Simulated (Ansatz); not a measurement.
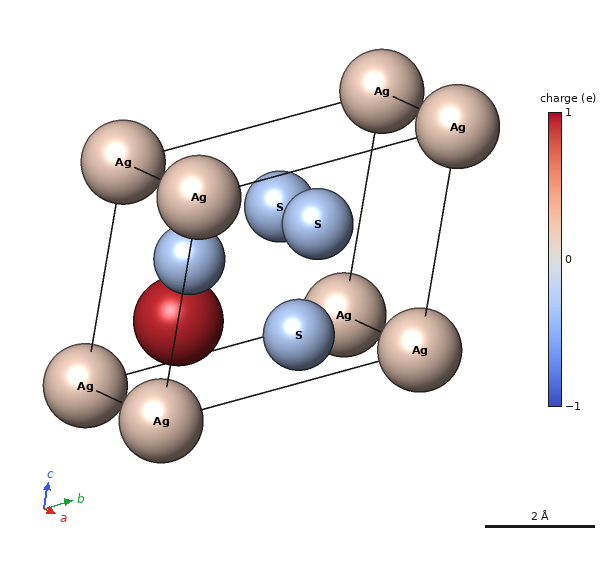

Shown here is a spheres-only view of the crystal, taken slightly off an axis. Atoms at the boundary of the simulation cell (the box) are drawn once for each face, edge or corner they touch. The atoms of this AgWS₄ cell are coloured by their Bader charge.

The calculation used DFT PBE, scalar-relativistic, plane waves, PAW (Ansatz 0.2.0), with E_cut = 420 eV, a 10×10×10 sampling of the Brillouin zone, Gaussian smearing of 0.1 eV, no spin polarisation.

Interpret the colouring.

Answer. Most positive: W; most negative: S. Charges: about Ag +0.2 e; W +0.9 e; S -0.3 e.

The structure comes from a structure type filled with these elements by a generator (whether the compound takes this form wasn't checked). Earlier steps of the study may have refined or changed the cell and positions. It was the input of a calculation with Ansatz.
